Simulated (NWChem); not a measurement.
**One shape, several levels: triplet SOF2**

We compute a comparison of 6 runs (U-revPBE/aug-cc-pVDZ, U-r2SCAN/aug-cc-pVDZ, UBLYP/aug-cc-pVDZ, UPBE/aug-cc-pVDZ, USVWN5/aug-cc-pVDZ, UTPSS/aug-cc-pVDZ) of triplet SOF2. 

The results are computed with NWChem 7.3.0.

1 further run of the same task is left out (it didn't finish).

### Step 1. Starting point

SOF2: 4 atoms, total charge 0, spin state triplet. SMILES of the parent species: `O=S(F)F`. The coordinates come from a PBE0-D4/def2-TZVP relaxation. That shape belongs to the parent species and isn't relaxed for this state.

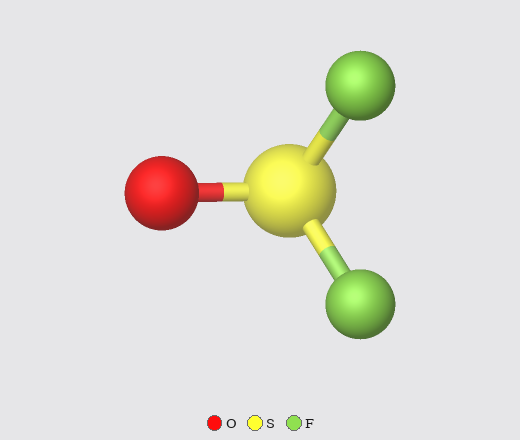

Viewed from a chosen angle; oxygen red, sulfur yellow, fluorine green.

### Step 2. A single-point energy at U-revPBE/aug-cc-pVDZ (run 1)

Input file sp.xyz:

```xyz
4
F2OS
O      0.932400     0.066600    -1.017800
S     -0.151300    -0.426200    -0.245700
F     -1.124400     0.804200     0.000400
F      0.343300    -0.444600     1.263100
```

Input file run.py:

```python
from ase.io import read
from ase.calculators.nwchem import NWChem

molecule = read('sp.xyz')

calc = NWChem(
    label='sp',
    theory='dft',
    memory='2200 mb',
    basis='aug-cc-pVDZ',
    basispar='spherical bse',
    dft={'xc': 'revpbe cpbe96', 'mult': '3', 'grid': 'fine', 'convergence': 'energy 1e-08', 'iterations': '100', 'mulliken': None, 'print': 'low'},
    task='energy',
)
molecule.calc = calc

e = molecule.get_potential_energy()
print(f"E = {e:.6f} eV")
```

Run with:

```
$ export ASE_NWCHEM_COMMAND="nwchem PREFIX.nwi > PREFIX.nwo"
$ python run.py
```

Standard output:

```text
E = -18306.326270 eV
```

The calculator wrote sp.nwi:

```
title "sp"

permanent_dir sp

scratch_dir sp

start sp

geometry units angstrom nocenter noautosym noautoz
  O  9.3240000000000001e-01 6.6600000000000006e-02 -1.0178000000000000e+00
  S  -1.5129999999999999e-01 -4.2620000000000002e-01 -2.4570000000000000e-01
  F  -1.1244000000000001e+00 8.0420000000000003e-01 4.0000000000000002e-04
  F  3.4329999999999999e-01 -4.4460000000000000e-01 1.2630999999999999e+00
end

memory 2200 mb

basis spherical bse noprint
   * library aug-cc-pVDZ
end

dft
  xc revpbe cpbe96
  mult 3
  grid fine
  convergence energy 1e-08
  iterations 100
  mulliken
  print low
end

task dft energy
```

sp.nwo:

```text
Northwest Computational Chemistry Package (NWChem) 7.3.0
             --------------------------------------------------------

           Job information
           ---------------

    nwchem branch   = 7.3.0
    use scalapack   = T
    input           = sp.nwi
    prefix          = sp.
    data base       = sp/sp.db
    status          = startup
    nproc           =        1

           Memory information
           ------------------

[... 5 lines left out ...]
    hardfail = no
[... 37 lines left out ...]
            Nuclear Dipole moment (a.u.)
[... 89 lines left out ...]
         Total DFT energy =     -672.745087439209
[... 1 line left out ...]
           Coulomb energy =      503.615561556965
[... 1 line left out ...]
 Nuclear repulsion energy =      193.929531180000
[... 42 lines left out ...]
    Atom       Charge   Shell Charges
 -----------   ------   -------------------------------------------------------
    1 O    8     0.54   0.00  0.01 -0.00  0.01  0.38  0.10  0.00  0.00  0.05
    2 S   16     1.00  -0.00  0.00  0.05  0.04  0.02  0.00  0.40  0.14  0.05  0.15  0.14
    3 F    9     0.23   0.00  0.01 -0.00  0.02  0.15  0.01  0.01  0.00  0.02
    4 F    9     0.23   0.00  0.01 -0.00  0.02  0.15  0.01  0.01  0.00  0.02

     --------------------------
     Expectation value of S2:
     --------------------------
      <S2> =      2.0036 (Exact =     2.0000)

 Task  times  cpu:       84.4s     wall:       84.4s
 Total times  cpu:       84.4s     wall:       84.4s
```

It took 85 s on 1 thread of AMD EPYC 9R45 (Zen 5), shared host; peak memory 0.11 GiB.

### Step 3. A single-point energy at U-r2SCAN/aug-cc-pVDZ (run 2)

Input file run.py:

```python
from ase import Atoms
from ase.calculators.nwchem import NWChem

molecule = Atoms(['O', 'S', 'F', 'F'], positions=[
    [0.932400, 0.066600, -1.017800],
    [-0.151300, -0.426200, -0.245700],
    [-1.124400, 0.804200, 0.000400],
    [0.343300, -0.444600, 1.263100],
])

calc = NWChem(
    label='input',
    theory='dft',
    memory='2200 mb',
    basis='aug-cc-pVDZ',
    basispar='spherical bse',
    dft={'xc': 'r2scan', 'mult': '3', 'grid': 'fine', 'convergence': 'energy 1e-08', 'iterations': '100', 'mulliken': None},
    task='energy',
)
molecule.calc = calc

print(f"energy = {molecule.get_potential_energy():.6f} eV")
```

Run with:

```
$ export ASE_NWCHEM_COMMAND="nwchem PREFIX.nwi > PREFIX.nwo"
$ python run.py
```

Standard output:

```text
energy = -18306.753079 eV
```

The calculator wrote input.nwi:

```
title "input"

permanent_dir input

scratch_dir input

start input

geometry units angstrom nocenter noautosym noautoz
  O  9.3240000000000001e-01 6.6600000000000006e-02 -1.0178000000000000e+00
  S  -1.5129999999999999e-01 -4.2620000000000002e-01 -2.4570000000000000e-01
  F  -1.1244000000000001e+00 8.0420000000000003e-01 4.0000000000000002e-04
  F  3.4329999999999999e-01 -4.4460000000000000e-01 1.2630999999999999e+00
end

memory 2200 mb

basis spherical bse noprint
   * library aug-cc-pVDZ
end

dft
  xc r2scan
  mult 3
  grid fine
  convergence energy 1e-08
  iterations 100
  mulliken
end

task dft energy
```

input.nwo:

```text
Northwest Computational Chemistry Package (NWChem) 7.3.0
             --------------------------------------------------------

           Job information
           ---------------

    nwchem branch   = 7.3.0
    use scalapack   = T
    input           = input.nwi
    prefix          = input.
    data base       = input/input.db
    status          = startup
    nproc           =        1

           Memory information
           ------------------

[... 5 lines left out ...]
    hardfail = no
[... 37 lines left out ...]
            Nuclear Dipole moment (a.u.)
[... 72 lines left out ...]
          Convergence on density requested:  1.00D-05
[... 24 lines left out ...]
          Convergence aids based upon iterative change in
[... 29 lines left out ...]
 2-e energy   =     451.151155
[... 52 lines left out ...]
           Coulomb energy =      503.797923917145
[... 679 lines left out ...]
                     DFT Final Beta Molecular Orbital Analysis
[... 774 lines left out ...]
     Multipole analysis of the density
     ---------------------------------

     L   x y z        total         alpha         beta         nuclear
     -   - - -        -----         -----         ----         -------
     0   0 0 0     -0.000000    -22.000000    -20.000000     42.000000

     1   1 0 0     -0.278487      1.798116      1.686786     -3.763389
[... 8 lines of this table left out ...]
     2   0 0 2    -21.771413    -55.786467    -50.305011     84.320065

 Task  times  cpu:       26.1s     wall:       26.1s
 Total times  cpu:       26.1s     wall:       26.1s
```

Run time: 27 s. Hardware: 1 thread of AMD EPYC 9R45 (Zen 5), shared host; peak memory 0.11 GiB.

### Step 4. A single-point energy at UBLYP/aug-cc-pVDZ (run 3)

Input file mol.nw:

```
start mol
title "F2OS BLYP"
memory 2200 mb
charge 0

geometry units angstroms noautosym nocenter noautoz
 O     0.932400    0.066600   -1.017800
 S    -0.151300   -0.426200   -0.245700
 F    -1.124400    0.804200    0.000400
 F     0.343300   -0.444600    1.263100
end

basis spherical bse
 * library aug-cc-pVDZ
end

dft
 xc becke88 lyp
 mult 3
 grid fine
 convergence energy 1e-08
 maxiter 100
 mulliken
end

task dft energy
```

Run with:

```
$ nwchem mol.nw > mol.out
```

Standard output:

```text
[...]
          Wavefunction type:  spin polarized.
          No. of atoms     :     4
          No. of electrons :    42
[...]
          Charge           :     0
          Spin multiplicity:     3
[...]
          AO basis - number of functions:    96
[...]
              XC Information
              --------------
                    Becke 1988 Exchange Functional  1.000
              Lee-Yang-Parr Correlation Functional  1.000
[...]
 d= 0,ls=0.0,diis     1   -672.6792417901 -8.67D+02  1.87D-02  4.38D-01     2.4
[...]
 d= 0,ls=0.5,diis    48   -672.8815253028 -8.13D-09  2.35D-08  2.53D-08    84.4
[...]
         Total DFT energy =     -672.881525308789
      One electron energy =    -1315.183461890395
           Coulomb energy =      503.577926642044
    Exchange-Corr. energy =      -55.205521240439
 Nuclear repulsion energy =      193.929531180000
[...]
      Total Density - Mulliken Population Analysis
     ---------------------------------------------
    Atom       Charge   Shell Charges
 -----------   ------   -------------------------------------------------------
    1 O    8     8.39   2.01  0.87  1.02  0.15  2.80  1.45  0.05  0.02  0.02
    2 S   16    14.90   2.00  2.04  0.99  0.44 -0.03  6.01  2.17  0.60  0.08  0.56  0.04
    3 F    9     9.36   2.01  0.91  1.04  0.10  3.31  1.86  0.11  0.00  0.01
    4 F    9     9.36   2.01  0.91  1.04  0.10  3.31  1.86  0.11  0.00  0.01
[...]
      <S2> =      2.0035 (Exact =     2.0000)
[...]
```

Run time: 87 s. Hardware: 1 thread of AMD EPYC 9R45 (Zen 5), shared host; peak memory 0.11 GiB.

Runs 4 to 5 aren't shown in full; the table further down has their settings and results.

### Step 5. The energy at UTPSS/aug-cc-pVDZ (run 6)

Input file test.nw:

```
start test
title "F2OS"
memory stack 880 mb heap 220 mb global 1100 mb

geometry noautosym nocenter noautoz
O        0.932400       0.066600      -1.017800
S       -0.151300      -0.426200      -0.245700
F       -1.124400       0.804200       0.000400
F        0.343300      -0.444600       1.263100
end

basis spherical bse
* library aug-cc-pVDZ
end

dft
xc xtpss03 ctpss03
mult 3
grid fine
convergence energy 1e-08
iterations 100
mulliken
end

task dft
```

Run with:

```
$ nwchem test.nw > test.out
```

Standard output:

```text
[...]
          Wavefunction type:  spin polarized.
          No. of atoms     :     4
          No. of electrons :    42
[...]
          Charge           :     0
          Spin multiplicity:     3
[...]
          AO basis - number of functions:    96
[...]
              XC Information
              --------------
                  TPSS metaGGA Exchange Functional  1.000
             TPSS03 metaGGA Correlation Functional  1.000
[...]
 d= 0,ls=0.0,diis     1   -672.7497745185 -8.67D+02  1.80D-02  3.99D-01     2.6
[...]
 d= 0,ls=0.0,diis    13   -672.9484729978 -2.17D-09  3.03D-07  1.24D-09    26.1
[...]
         Total DFT energy =     -672.948472997809
      One electron energy =    -1315.382158410420
           Coulomb energy =      503.795703213129
    Exchange-Corr. energy =      -55.291548980518
 Nuclear repulsion energy =      193.929531180000
[...]
      Total Density - Mulliken Population Analysis
     ---------------------------------------------
    Atom       Charge   Shell Charges
 -----------   ------   -------------------------------------------------------
    1 O    8     8.43   2.01  0.88  1.04  0.13  2.78  1.51  0.04  0.02  0.03
    2 S   16    14.87   2.00  2.04  0.96  0.48 -0.02  6.01  2.14  0.61  0.07  0.57  0.02
    3 F    9     9.35   2.01  0.91  1.05  0.07  3.30  1.90  0.09  0.00  0.02
    4 F    9     9.35   2.01  0.91  1.05  0.07  3.30  1.90  0.09  0.00  0.02
[...]
      <S2> =      2.0049 (Exact =     2.0000)
[...]
```

It took 27 s on 1 thread of AMD EPYC 9R45 (Zen 5), shared host; peak memory 0.11 GiB.

### Step 6. Overview of the runs

```csv
run,level,energy (Eh),⟨S²⟩,wall time
1,U-revPBE/aug-cc-pVDZ,-672.745087,2.004,85 s
2,U-r2SCAN/aug-cc-pVDZ,-672.760772,2.009,27 s
3,UBLYP/aug-cc-pVDZ,-672.881525,2.003,87 s
4,UPBE/aug-cc-pVDZ,-672.481275,2.003,86 s
5,USVWN5/aug-cc-pVDZ,-669.760527,2.002,71 s
6,UTPSS/aug-cc-pVDZ,-672.948473,2.005,27 s
```

### Step 7. What came out

| quantity | value |
| --- | --- |
| run 6: total energy | -672.94847 Eh |
| run 6: dipole moment | 0.88 D |
| run 6: HOMO energy (highest over α and β) | -2.99 eV |
| run 6: ⟨S²⟩ | 2.005 |

Over runs 2, 3, 4, 5, 6 the dipole moment (its size) runs from 0.88 D (UPBE/aug-cc-pVDZ) to 0.97 D (U-r2SCAN/aug-cc-pVDZ). Totals of different functionals can't be ranked against each other. All runs together took 6.4 min, the longest 87 s.
